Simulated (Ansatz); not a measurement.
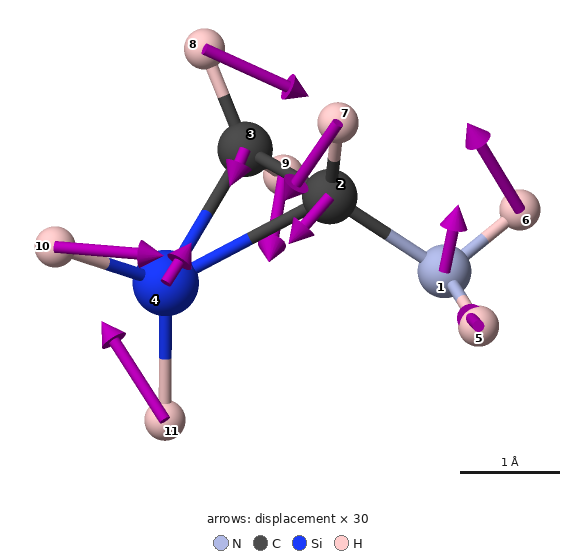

A relaxation of C2H7NSi. The starting structure is drawn; purple arrows show the displacements, magnified 30 times. The two geometries are superimposed by the best rigid fit.

Style: ball-and-stick. Shown at a tilt.

The start comes from PBE-D4/def2-SVP.

The calculation used RKS PBE0-D4/def2-TZVP (Ansatz 0.2.0). Settings: force threshold 0.005 eV/Å; at most 150 steps.

Atoms of which element are displaced furthest, and by how much?

Answer. Hydrogen: up to 0.041 Å, against 0.024 Å for nitrogen.

What happened in the run?

Answer. The largest moves after the best rigid fit, 0.041 Å, are those of H8 and H11. Largest moves by element: H 0.041 Å, N 0.024 Å, C 0.021 Å, Si 0.017 Å. Among the contacts that change: C2–Si4 1.895 → 1.862 Å, C3–Si4 1.877 → 1.848 Å, C2–H7 1.115 → 1.094 Å, C3–H8 1.103 → 1.085 Å. Among the angles between lasting bonds that change: N1–C2–Si4 116.3° → 118.4°. The energy falls by 1.22 kcal/mol in 8 accepted moves (9 points after the start). The largest force component goes from 0.71 to 0.0015 eV/Å. The line search rejected the trial step at point 5 of the run. The run took about 2.4 core-minutes on a shared host.
